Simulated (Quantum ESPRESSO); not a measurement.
## YCo2Ge2: parallel and opposed starts

A self-consistent run ends on one state, which hangs on the start. Several orders of YCo2Ge2 are started in Quantum ESPRESSO and their energies compared.

Calculated with Quantum ESPRESSO 7.5; PBEsol; plane waves with GBRV 1.5 PBEsol potentials, no spin-orbit coupling.

### 1. Set-up

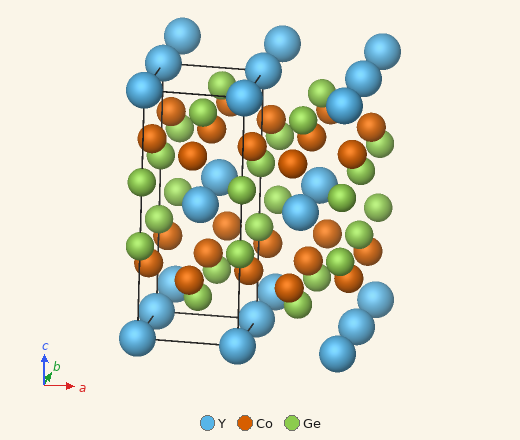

Start, viewed slightly off an axis; yttrium blue, cobalt orange, germanium green. 2×2×1 cells are drawn. This picture shows the conventional cell, with its axes. Some periodic images of atoms are drawn too.

The cell comes from Materials Project 2023-11-01, a database of computed structures, and need not be the stable phase.

### 2. Run 1, typed as ferro ++

The signs are those of the starting moments on the seeded atoms, the atoms that are given a moment.

Input file pw.in:

```
&CONTROL
  calculation = 'scf'
  prefix = 'pwscf'
  outdir = './tmp'
  pseudo_dir = './pseudo'
  disk_io = 'nowf'
/
&SYSTEM
  ibrav = 0
  nat = 5
  ntyp = 3
  ecutwfc = 40
  ecutrho = 280
  nbnd = 49
  occupations = 'smearing'
  smearing = 'fd'
  degauss = 0.00734986
  nspin = 2
  starting_magnetization(1) = 0
  starting_magnetization(2) = 0.1176
  starting_magnetization(3) = 0
/
&ELECTRONS
  conv_thr = 1d-08
  electron_maxstep = 150
  mixing_beta = 0.3
/
ATOMIC_SPECIES
Y      88.9058 y_pbesol_v1.4.uspp.F.UPF
Co     58.9332 co_pbesol_v1.2.uspp.F.UPF
Ge     72.6300 ge_pbesol_v1.4.uspp.F.UPF
CELL_PARAMETERS angstrom
  -1.9850000000    1.9850000000    5.0300000000
   1.9850000000   -1.9850000000    5.0300000000
   1.9850000000    1.9850000000   -5.0300000000
ATOMIC_POSITIONS crystal
Y       0.0000000000    0.0000000000    0.0000000000
Co      0.7500000000    0.2500000000    0.5000000000
Co      0.2500000000    0.7500000000    0.5000000000
Ge      0.6288805400    0.6288805400    0.0000000000
Ge      0.3711194600    0.3711194600    0.0000000000
K_POINTS automatic
10 10 10 0 0 0
```

Started as:

```console
> OMP_NUM_THREADS=1 mpirun -n 4 pw.x -nk 4 -in pw.in > pw.out
```

Log:

```text
Program PWSCF v.7.5 starts

     Message from routine setup:
     using ibrav=0 with symmetry is DISCOURAGED, use correct ibrav instead

     K-points division:     npool     =       4
     Subspace diagonalization in iterative solution of the eigenvalue problem:

     G-vector sticks info
     --------------------
     sticks:   dense  smooth     PW     G-vecs:    dense   smooth      PW
     Sum        2239    1283    455                42255    18291    3887

     Using Slab Decomposition

     bravais-lattice index     =            0
     lattice parameter (alat)  =      10.8854  a.u.
     unit-cell volume          =     534.9899 (a.u.)^3
     number of atoms/cell      =            5
     number of atomic types    =            3
     number of electrons       =        73.00
     number of Kohn-Sham states=           49
     kinetic-energy cutoff     =      40.0000  Ry
     charge density cutoff     =     280.0000  Ry
     scf convergence threshold =      1.0E-08
     mixing beta               =       0.3000
     number of iterations used =            8  plain     mixing
     Exchange-correlation= SLA  PW   PSX  PSC
                           (   1   4  10   8   0   0   0)

     celldm(1)=  10.885438  celldm(2)=   0.000000  celldm(3)=   0.000000
     celldm(4)=   0.000000  celldm(5)=   0.000000  celldm(6)=   0.000000

     crystal axes: (cart. coord. in units of alat)
               a(1) = (  -0.344599   0.344599   0.873215 )
               a(2) = (   0.344599  -0.344599   0.873215 )
               a(3) = (   0.344599   0.344599  -0.873215 )

     reciprocal axes: (cart. coord. in units 2 pi/alat)
               b(1) = ( -0.000000  1.450964  0.572597 )
               b(2) = (  1.450964 -0.000000  0.572597 )
               b(3) = (  1.450964  1.450964  0.000000 )

     PseudoPot. # 1 for Y  read from file:
     y_pbesol_v1.4.uspp.F.UPF
     Pseudo is Ultrasoft + core correction, Zval = 11.0
     Generated by new atomic code, or converted to UPF format
     Using radial grid of  885 points,  6 beta functions with:
                l(1) =   0
                l(2) =   0
                l(3) =   1
                l(4) =   1
                l(5) =   2
                l(6) =   2
     Q(r) pseudized with  8 coefficients,  rinner =    1.200   1.200   1.200
                                                       1.200   1.200

     PseudoPot. # 2 for Co read from file:
     co_pbesol_v1.2.uspp.F.UPF
     Pseudo is Ultrasoft + core correction, Zval = 17.0
     Generated by new atomic code, or converted to UPF format
     Using radial grid of  863 points,  6 beta functions with:
                l(1) =   0
                l(2) =   0
                l(3) =   1
                l(4) =   1
                l(5) =   2
                l(6) =   2
     Q(r) pseudized with  8 coefficients,  rinner =    1.200   1.200   1.200
                                                       1.200   1.200

     PseudoPot. # 3 for Ge read from file:
     ge_pbesol_v1.4.uspp.F.UPF
     Pseudo is Ultrasoft + core correction, Zval = 14.0
     Generated by new atomic code, or converted to UPF format
     Using radial grid of  873 points,  6 beta functions with:
                l(1) =   0
                l(2) =   0
                l(3) =   1
                l(4) =   1
                l(5) =   2
                l(6) =   2
     Q(r) pseudized with  8 coefficients,  rinner =    1.400   1.400   1.400
                                                       1.400   1.400

     atomic species   valence    mass     pseudopotential
     Y                11.00    88.90580     Y ( 1.00)
     Co               17.00    58.93320     Co( 1.00)
     Ge               14.00    72.63000     Ge( 1.00)

     Starting magnetic structure
     atomic species   magnetization
     Y               0.000
     Co              0.118
     Ge              0.000

     16 Sym. Ops., with inversion, found

   Cartesian axes

     site n.     atom                  positions (alat units)
         1        Y      tau(   1) = (   0.0000000   0.0000000   0.0000000  )
         2        Co     tau(   2) = (   0.0000000   0.3445986   0.4366073  )
         3        Co     tau(   3) = (   0.3445986   0.0000000   0.4366073  )
         4        Ge     tau(   4) = (  -0.0000000  -0.0000000   1.0982953  )
         5        Ge     tau(   5) = (  -0.0000000  -0.0000000   0.6481338  )

     number of k points=   102  Fermi-Dirac smearing, width (Ry)=  0.0073

     Number of k-points >= 100: set verbosity='high' to print them.

     Dense  grid:    42255 G-vectors     FFT dimensions: (  60,  60,  60)

     Smooth grid:    18291 G-vectors     FFT dimensions: (  45,  45,  45)

     Check: negative core charge=   -0.000020
     Generating pointlists ...
     new r_m :   0.2214 (alat units)  2.4104 (a.u.) for type    1
     new r_m :   0.1668 (alat units)  1.8156 (a.u.) for type    2
     new r_m :   0.1668 (alat units)  1.8156 (a.u.) for type    3

     Initial potential from superposition of free atoms

     starting charge      70.9942, renormalised to      73.0000
     Starting wfcs are   57 randomized atomic wfcs

     Self-consistent Calculation

     iteration #  1     ecut=    40.00 Ry     beta= 0.30
     Davidson diagonalization with overlap
     ethr =  1.00E-02,  avg # of iterations =  3.0

     total energy              =   -1113.82742229 Ry
     estimated scf accuracy    <       6.83606647 Ry

     total magnetization       =     2.65 Bohr mag/cell
     absolute magnetization    =     3.19 Bohr mag/cell

     iteration #  2     ecut=    40.00 Ry     beta= 0.30
     Davidson diagonalization with overlap
     ethr =  9.36E-03,  avg # of iterations =  2.2

     total energy              =   -1114.89130873 Ry
     estimated scf accuracy    <      13.03428578 Ry

     total magnetization       =     0.28 Bohr mag/cell
     absolute magnetization    =     0.47 Bohr mag/cell

     iteration #  3     ecut=    40.00 Ry     beta= 0.30
     Davidson diagonalization with overlap
     ethr =  9.36E-03,  avg # of iterations =  1.4

     total energy              =   -1115.74928512 Ry
     estimated scf accuracy    <       0.23868068 Ry

     total magnetization       =     1.73 Bohr mag/cell
     absolute magnetization    =     2.14 Bohr mag/cell

     [... further iterations left out ...]

     iteration # 16     ecut=    40.00 Ry     beta= 0.30
     Davidson diagonalization with overlap
     ethr =  8.77E-09,  avg # of iterations =  2.5

     total energy              =   -1115.82738891 Ry
     estimated scf accuracy    <       0.00000073 Ry

     total magnetization       =     0.01 Bohr mag/cell
     absolute magnetization    =     0.02 Bohr mag/cell

     iteration # 17     ecut=    40.00 Ry     beta= 0.30
     Davidson diagonalization with overlap
     ethr =  1.00E-09,  avg # of iterations =  3.4

     total energy              =   -1115.82739257 Ry
     estimated scf accuracy    <       0.00000012 Ry

     total magnetization       =     0.00 Bohr mag/cell
     absolute magnetization    =     0.00 Bohr mag/cell

     iteration # 18     ecut=    40.00 Ry     beta= 0.30
     Davidson diagonalization with overlap
     ethr =  1.59E-10,  avg # of iterations =  1.9

     total energy              =   -1115.82739260 Ry
     estimated scf accuracy    <       0.00000002 Ry

     total magnetization       =     0.00 Bohr mag/cell
     absolute magnetization    =     0.00 Bohr mag/cell

     iteration # 19     ecut=    40.00 Ry     beta= 0.30
     Davidson diagonalization with overlap
     ethr =  2.31E-11,  avg # of iterations =  2.0

     Magnetic moment per site  (integrated on atomic sphere of radius R)
     atom   1 (R=0.221)  charge=  8.8869  magn=  0.0000
     atom   2 (R=0.167)  charge= 15.2970  magn= -0.0001
     atom   3 (R=0.167)  charge= 15.2970  magn= -0.0001
     atom   4 (R=0.167)  charge= 11.6201  magn=  0.0000
     atom   5 (R=0.167)  charge= 11.6201  magn=  0.0000

     End of self-consistent calculation

     Number of k-points >= 100: set verbosity='high' to print the bands.

     the Fermi energy is    14.2244 ev

!    total energy              =   -1115.82739261 Ry
     estimated scf accuracy    <          1.3E-09 Ry
     smearing contrib. (-TS)   =      -0.00864505 Ry
     internal energy E=F+TS    =   -1115.81874756 Ry

     The total energy is F=E-TS. E is the sum of the following terms:
     one-electron contribution =    -696.45955591 Ry
     hartree contribution      =     402.03275483 Ry
     xc contribution           =    -207.48608741 Ry
     ewald contribution        =    -613.90585908 Ry

     total magnetization       =    -0.00 Bohr mag/cell
     absolute magnetization    =     0.00 Bohr mag/cell

     convergence has been achieved in  19 iterations

=------------------------------------------------------------------------------=
   JOB DONE.
=------------------------------------------------------------------------------=
```

It took 3 min on 4 MPI ranks of AMD EPYC 9R14 (Zen 4), shared host; peak memory 0.9 GiB.

Spin moment in the atom's sphere by atom:

| atom | spin moment in the atom's sphere (μB) |
| --- | --- |
| Y1 | 0.0000 |
| Co2 | -0.0001 |
| Co3 | -0.0001 |
| Ge4 | 0.0000 |
| Ge5 | 0.0000 |

Read from the output:

- smearing term TS: 0.1176 eV
- magnetization: 0 μB
- absolute magnetization: 0 μB
- final state: non-magnetic

### 3. Start 2: antiferro q=(1/2,1/2,1/2) +−+−

The cell is doubled to 10 atoms to hold this order. The wavevector q is in fractions of the reciprocal vectors of the crystal's primitive cell, as the cells of these inputs are built from it; moments change sign between cells as cos(2π q·R).

Input file pw.in:

```
&CONTROL
  calculation = 'scf'
  prefix = 'pwscf'
  outdir = './tmp'
  pseudo_dir = './pseudo'
  disk_io = 'nowf'
/
&SYSTEM
  ibrav = 0
  nat = 10
  ntyp = 4
  ecutwfc = 40
  ecutrho = 280
  nbnd = 90
  occupations = 'smearing'
  smearing = 'fd'
  degauss = 0.00734986
  nspin = 2
  starting_magnetization(1) = 0
  starting_magnetization(2) = 0.1176
  starting_magnetization(3) = -0.1176
  starting_magnetization(4) = 0
/
&ELECTRONS
  conv_thr = 2d-08
  electron_maxstep = 150
  mixing_beta = 0.3
/
ATOMIC_SPECIES
Y      88.9058 y_pbesol_v1.4.uspp.F.UPF
Co1    58.9332 co_pbesol_v1.2.uspp.F.UPF
Co2    58.9332 co_pbesol_v1.2.uspp.F.UPF
Ge     72.6300 ge_pbesol_v1.4.uspp.F.UPF
CELL_PARAMETERS angstrom
  -3.9700000000    3.9700000000   10.0600000000
   0.0000000000    0.0000000000   10.0600000000
   0.0000000000    3.9700000000    0.0000000000
ATOMIC_POSITIONS crystal
Y       0.0000000000    0.0000000000    0.0000000000
Y       0.5000000000    0.0000000000    0.0000000000
Co1     0.0000000000    0.2500000000    0.5000000000
Co2     0.5000000000    0.2500000000    0.5000000000
Co1     0.5000000000    0.7500000000    0.5000000000
Co2     0.0000000000    0.7500000000    0.5000000000
Ge      0.0000000000    0.6288805400    0.0000000000
Ge      0.5000000000    0.6288805400    0.0000000000
Ge      0.0000000000    0.3711194600    0.0000000000
Ge      0.5000000000    0.3711194600    0.0000000000
K_POINTS automatic
5 10 10 0 0 0
```

Log:

```text
[banner, memory and clock lines left out]
Program PWSCF v.7.5 starts

     Message from routine setup:
     using ibrav=0 with symmetry is DISCOURAGED, use correct ibrav instead

     bravais-lattice index     =            0
     lattice parameter (alat)  =      21.7709  a.u.
     unit-cell volume          =    1069.9798 (a.u.)^3
     number of atoms/cell      =           10
     number of atomic types    =            4
     number of electrons       =       146.00
     number of Kohn-Sham states=           90
     kinetic-energy cutoff     =      40.0000  Ry
     charge density cutoff     =     280.0000  Ry
     scf convergence threshold =      2.0E-08
     mixing beta               =       0.3000
     number of iterations used =            8  plain     mixing
     Exchange-correlation= SLA  PW   PSX  PSC
                           (   1   4  10   8   0   0   0)

     celldm(1)=  21.770875  celldm(2)=   0.000000  celldm(3)=   0.000000
     celldm(4)=   0.000000  celldm(5)=   0.000000  celldm(6)=   0.000000

     crystal axes: (cart. coord. in units of alat)
               a(1) = (  -0.344599   0.344599   0.873215 )
               a(2) = (   0.000000   0.000000   0.873215 )
               a(3) = (   0.000000   0.344599   0.000000 )

     reciprocal axes: (cart. coord. in units 2 pi/alat)
               b(1) = ( -2.901927  0.000000  0.000000 )
               b(2) = (  2.901927 -0.000000  1.145194 )
               b(3) = (  2.901927  2.901927 -0.000000 )

     PseudoPot. # 1 for Y  read from file:
     y_pbesol_v1.4.uspp.F.UPF
     Pseudo is Ultrasoft + core correction, Zval = 11.0

     PseudoPot. # 2 for Co read from file:
     co_pbesol_v1.2.uspp.F.UPF
     Pseudo is Ultrasoft + core correction, Zval = 17.0

     PseudoPot. # 3 for Co read from file:
     co_pbesol_v1.2.uspp.F.UPF
     Pseudo is Ultrasoft + core correction, Zval = 17.0

     PseudoPot. # 4 for Ge read from file:
     ge_pbesol_v1.4.uspp.F.UPF
     Pseudo is Ultrasoft + core correction, Zval = 14.0

     atomic species   valence    mass     pseudopotential
     Y                11.00    88.90580     Y ( 1.00)
     Co1              17.00    58.93320     Co( 1.00)
     Co2              17.00    58.93320     Co( 1.00)
     Ge               14.00    72.63000     Ge( 1.00)

     Starting magnetic structure
     atomic species   magnetization
     Y               0.000
     Co1             0.118
     Co2            -0.118
     Ge              0.000

     16 Sym. Ops., with inversion, found ( 8 have fractional translation)

   Cartesian axes

     site n.     atom                  positions (alat units)
         1        Y      tau(   1) = (   0.0000000   0.0000000   0.0000000  )
         2        Y      tau(   2) = (  -0.1722993   0.1722993   0.4366073  )
         3        Co1    tau(   3) = (   0.0000000   0.1722993   0.2183036  )
         4        Co2    tau(   4) = (  -0.1722993   0.3445986   0.6549109  )
         5        Co1    tau(   5) = (  -0.1722993   0.3445986   1.0915182  )
         6        Co2    tau(   6) = (   0.0000000   0.1722993   0.6549109  )
         7        Ge     tau(   7) = (   0.0000000   0.0000000   0.5491476  )
         8        Ge     tau(   8) = (  -0.1722993   0.1722993   0.9857549  )
         9        Ge     tau(   9) = (   0.0000000   0.0000000   0.3240669  )
        10        Ge     tau(  10) = (  -0.1722993   0.1722993   0.7606742  )

     number of k points=    63  Fermi-Dirac smearing, width (Ry)=  0.0073
                       cart. coord. in units 2pi/alat
        k(    1) = (   0.0000000   0.0000000   0.0000000), wk =   0.0020000
        k(    2) = (   0.2901927   0.2901927   0.0000000), wk =   0.0080000
        k(    3) = (   0.5803854   0.5803854   0.0000000), wk =   0.0080000
        k(    4) = (   0.8705782   0.8705782   0.0000000), wk =   0.0080000
        k(    5) = (   1.1607709   1.1607709   0.0000000), wk =   0.0080000
        [... 58 further k-points ...]

     Dense  grid:    84505 G-vectors     FFT dimensions: ( 120, 108,  40)

     Smooth grid:    36585 G-vectors     FFT dimensions: (  90,  80,  32)

     Check: negative core charge=   -0.000020
     Generating pointlists ...
     new r_m :   0.1107 (alat units)  2.4104 (a.u.) for type    1
     new r_m :   0.0834 (alat units)  1.8156 (a.u.) for type    2
     new r_m :   0.0834 (alat units)  1.8156 (a.u.) for type    3
     new r_m :   0.0834 (alat units)  1.8156 (a.u.) for type    4

     Initial potential from superposition of free atoms

     starting charge     141.9885, renormalised to     146.0000
     Starting wfcs are  114 randomized atomic wfcs

     Self-consistent Calculation

     iteration #  1     ecut=    40.00 Ry     beta= 0.30
     Davidson diagonalization with overlap
     ethr =  1.00E-02,  avg # of iterations =  2.1

     total energy              =   -2227.83311914 Ry
     estimated scf accuracy    <      13.27126976 Ry

     total magnetization       =    -0.00 Bohr mag/cell
     absolute magnetization    =     6.34 Bohr mag/cell

     iteration #  2     ecut=    40.00 Ry     beta= 0.30
     Davidson diagonalization with overlap
     ethr =  9.09E-03,  avg # of iterations =  3.1

     total energy              =   -2229.79549331 Ry
     estimated scf accuracy    <      25.23568094 Ry

     total magnetization       =    -0.00 Bohr mag/cell
     absolute magnetization    =     0.80 Bohr mag/cell

     [... further iterations left out ...]

     iteration # 20     ecut=    40.00 Ry     beta= 0.30
     Davidson diagonalization with overlap
     ethr =  7.88E-11,  avg # of iterations =  2.1

     total energy              =   -2231.65478497 Ry
     estimated scf accuracy    <       0.00000003 Ry

     total magnetization       =     0.00 Bohr mag/cell
     absolute magnetization    =     0.00 Bohr mag/cell

     iteration # 21     ecut=    40.00 Ry     beta= 0.30
     Davidson diagonalization with overlap
     ethr =  1.78E-11,  avg # of iterations =  3.2

     Magnetic moment per site  (integrated on atomic sphere of radius R)
     atom   1 (R=0.111)  charge=  8.8869  magn= -0.0000
     atom   2 (R=0.111)  charge=  8.8869  magn= -0.0000
     atom   3 (R=0.083)  charge= 15.2968  magn=  0.0009
     atom   4 (R=0.083)  charge= 15.2968  magn=  0.0007
     atom   5 (R=0.083)  charge= 15.2968  magn=  0.0009
     atom   6 (R=0.083)  charge= 15.2968  magn=  0.0007
     atom   7 (R=0.083)  charge= 11.6203  magn= -0.0000
     atom   8 (R=0.083)  charge= 11.6203  magn= -0.0000
     atom   9 (R=0.083)  charge= 11.6203  magn= -0.0000
     atom  10 (R=0.083)  charge= 11.6203  magn= -0.0000

     End of self-consistent calculation

     Number of k-points >= 100: set verbosity='high' to print the bands.

     the Fermi energy is    14.2244 ev

!    total energy              =   -2231.65478500 Ry
     estimated scf accuracy    <          9.0E-09 Ry
     smearing contrib. (-TS)   =      -0.01728975 Ry
     internal energy E=F+TS    =   -2231.63749525 Ry

     The total energy is F=E-TS. E is the sum of the following terms:
     one-electron contribution =   -1392.91896243 Ry
     hartree contribution      =     804.06540724 Ry
     xc contribution           =    -414.97222189 Ry
     ewald contribution        =   -1227.81171816 Ry

     total magnetization       =     0.00 Bohr mag/cell
     absolute magnetization    =     0.00 Bohr mag/cell

     convergence has been achieved in  21 iterations
```

Run time: 8.2 min. Hardware: 4 MPI ranks; peak memory 1.8 GiB.

Spin moment in the atom's sphere by atom:

| atom | spin moment in the atom's sphere (μB) |
| --- | --- |
| Y1 | 0.0000 |
| Y2 | 0.0000 |
| Co3 | 0.0009 |
| Co4 | 0.0007 |
| Co5 | 0.0009 |
| Co6 | 0.0007 |
| Ge7 | 0.0000 |
| Ge8 | 0.0000 |
| Ge9 | 0.0000 |
| Ge10 | 0.0000 |

Numbers from this step:

```yaml
smearing_term_ts: 0.2352 eV
magnetization: 0 μB
absolute_magnetization: 0 μB
final_state: non-magnetic
```

(Continued in part 2 of 2.)

[Logs and program files are shortened in this print: banners, set-up blocks, solver, clock and traceback lines can be left out without a mark of their own.]

[Logs are printed without paths, hosts, clocks, repeated set-up lines and the standing remarks that a program may print on its own settings, such as how far it seeks lower states.]

[Hosts, paths, dates, database ids (printed as entryN), source tags and the programs' standing remarks are cut or masked in the printed files.]

[Where a cell is said to come from a database of computed structures, the database is the Materials Project.]
